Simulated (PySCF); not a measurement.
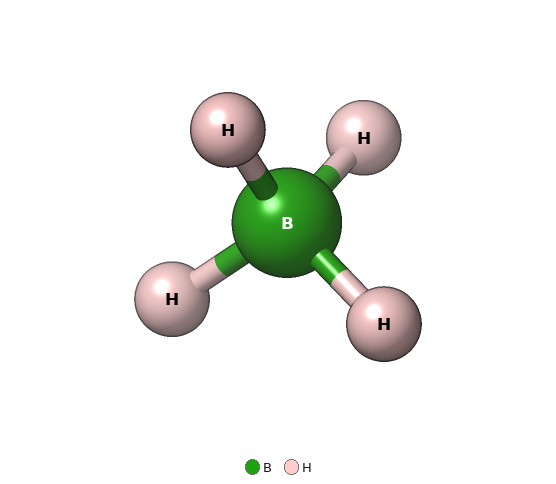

The species has charge −1 and is a spin singlet. The computed structure is the end point of a GFN2-xTB optimisation. No frequency run is at hand to confirm it as a minimum. Method: B3LYP/pcJ-1, gas phase (PySCF 2.14.0).

**What is the HOMO energy (Kohn–Sham orbital)?**

−1.63 eV.

The geometry is semi-empirical. Around B such bond lengths and angles can be off by a tenth of an ångström or more and by several degrees, and values that hang on the shape move with them.
